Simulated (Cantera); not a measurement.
Charge: 1 mol Si, 1.5 mol Cl2, 0.44 mol H2, a varied amount of HCl, held at 650 K and 1.00 bar.

These are equilibrium values from Cantera (NASA tables, ideal gas, pure condensed phases), not measurements of a reactor. Candidate condensed phases: Si; 19 gas species. Equilibrium is a limit: real reactors are often held back by kinetics, nucleation or transport.

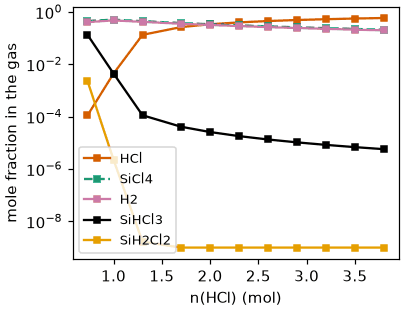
Fig. 1. Equilibrium gas composition (values under 1e-9 drawn at 1e-9)

At 0.73 mol HCl the condensed part is Si(s). From 1 mol HCl to 3.8 mol HCl nothing is condensed. The main Si-bearing gas is SiCl4 throughout.
